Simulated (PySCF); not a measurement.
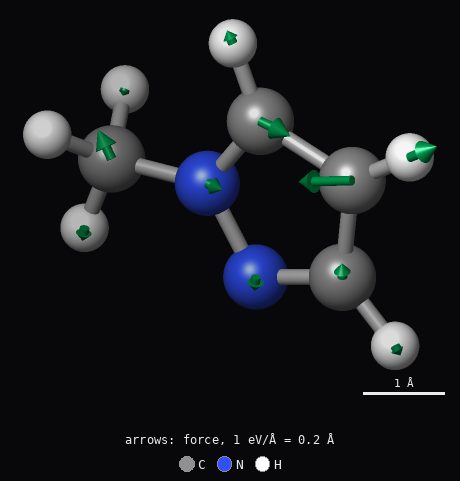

Starting geometry of C$_{4}$H$_{6}$N$_{2}$ with the computed forces as green arrows. A ball-and-stick model, seen at a tilt.

The start comes from GFN2-xTB. Its atoms were then displaced at random by about 0.01 Å.

The calculation used PBE0-D3(BJ)/def2-SVP geometry optimisation, gas phase (PySCF 2.14.0, density-fitted response routines). 

> Is this structure relaxed? If not, where do the atoms go?

It isn't relaxed: the largest force vector, on a C atom, is 4.23 eV/Å. The final displacements have little in common with the starting forces (cosine between the two patterns 0.03). The energy falls by 19.3 kJ/mol in 16 geometry steps. The largest move after the best rigid fit is that of an H atom, 0.69 Å. Largest moves by element: H 0.69 Å, N 0.20 Å, C 0.18 Å. Among the contacts that change: C–H 1.031 → 1.087 Å, C–C 1.423 → 1.382 Å, C–N 1.407 → 1.438 Å, C–H 1.069 → 1.099 Å. Bond angles that change, for instance: H–C–H 106.8° → 109.1°, C–C–H 129.5° → 131.7°, C–C–C 102.0° → 104.0°. Groups turn about C–N by about 50°.
